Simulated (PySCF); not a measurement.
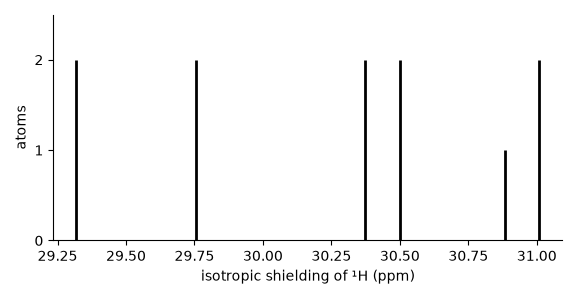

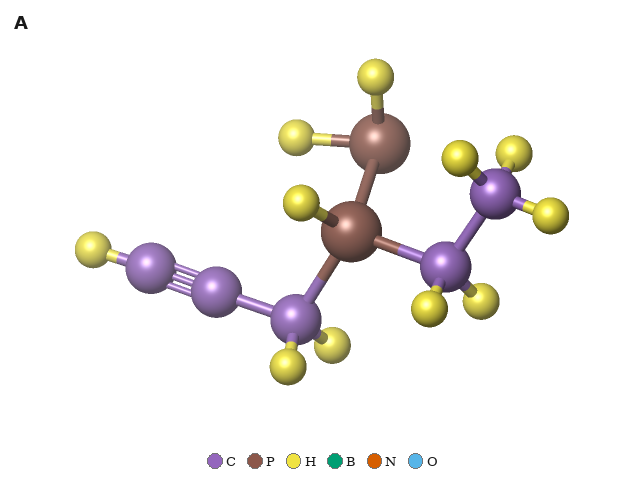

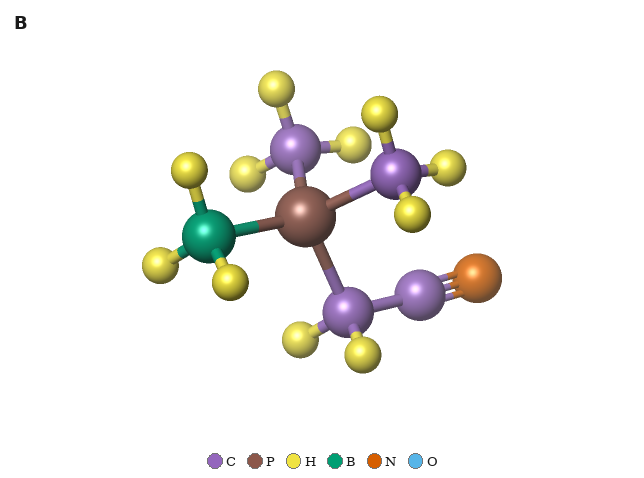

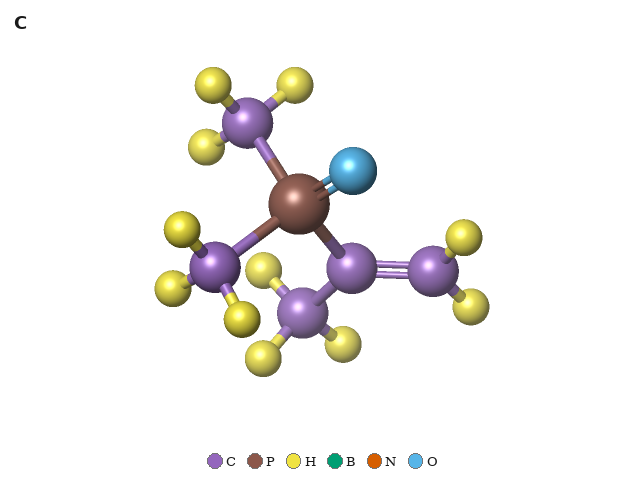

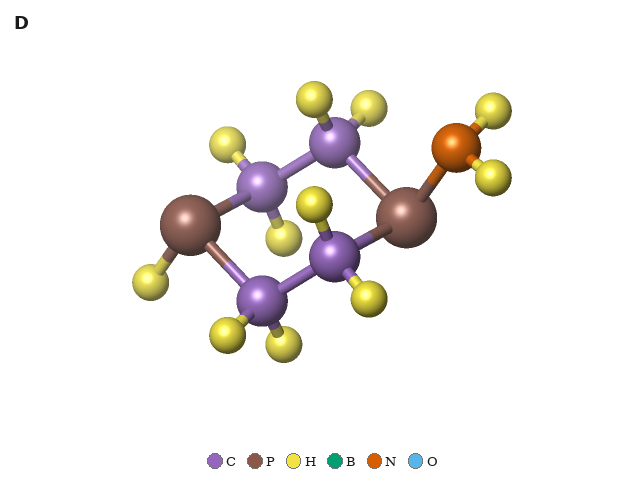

The sticks are computed shieldings of one of the molecules, for one fixed geometry (GFN2-xTB) without averaging over rotations. Low shielding means a high chemical shift. Method: GIAO PBE0/pcSseg-1 NMR shielding, non-relativistic, gas phase (PySCF 2.14.0).

Match the spectrum to a structure.

B, `[BH3-][P+](C)(C)CC#N`. Its 11 H atoms give lines at 29.32 (2 atoms), 29.75 (2 atoms), 30.37 (2 atoms), 30.50 (2 atoms), 30.88, 31.01 (2 atoms) ppm.

The geometry is semi-empirical. Around B, P such bond lengths and angles can be off by a tenth of an ångström or more and by several degrees, and values that hang on the shape move with them.
